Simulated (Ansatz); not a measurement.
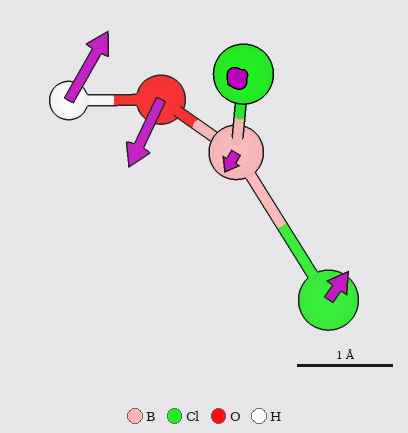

A relaxation of BHOCl2. The starting structure is drawn; purple arrows show the displacements, magnified 2 times. The two geometries are superimposed by the best rigid fit.

A ball-and-stick model, seen from a free direction.

The run prepares the start of a later molecular dynamics calculation, from a guessed geometry.

Computed with RKS PBE0/def2-SVP in Ansatz.

Input
```yaml
crystal:
  periodic: [false, false, false]
  atoms:
    - { symbol: B, position_ang: [0.0, 0.0, 0.0] }
    - { symbol: Cl, position_ang: [0.0, 0.0, 1.86] }
    - { symbol: Cl, position_ang: [1.6108, 0.0, -0.93] }
    - { symbol: O, position_ang: [-1.2211, 0.0, -0.705] }
    - { symbol: H, position_ang: [-1.7308, -0.8467, -0.4965] }
basis:
  gaussian: { orbitals: def2-SVP }
hamiltonian:
  xc: pbe0
relax:
  f_tol: 0.02
  max_steps: 40
```

Launched with:
```bash
ansatz run input.yaml --threads 1 --pin off --max-ram 2048MiB --backend cpu --events-out ev --progress --plain --runs-dir out
```

Question: Describe the change and its energy.

Answer: After 5 geometry steps the energy has fallen by 17.0 kcal/mol. Largest force component: 2.1 eV/Å at the start, 0.018 eV/Å at the end. The largest move after the best rigid fit is that of H5, 0.43 Å. By element the largest moves are H 0.43 Å, O 0.41 Å, Cl 0.19 Å, B 0.13 Å. Some distances before and after: B1–Cl3 1.860 → 1.750 Å, B1–Cl2 1.860 → 1.767 Å, B1–O4 1.410 → 1.339 Å, O4–H5 1.010 → 0.964 Å. Bond angles that change, for instance: B1–O4–H5 109.5° → 113.4°. Groups turn about B1–O4 by about 65°. Cost: 15 s on 1 thread of Arm Neoverse V1, on a shared host, peak memory 0.13 GiB.
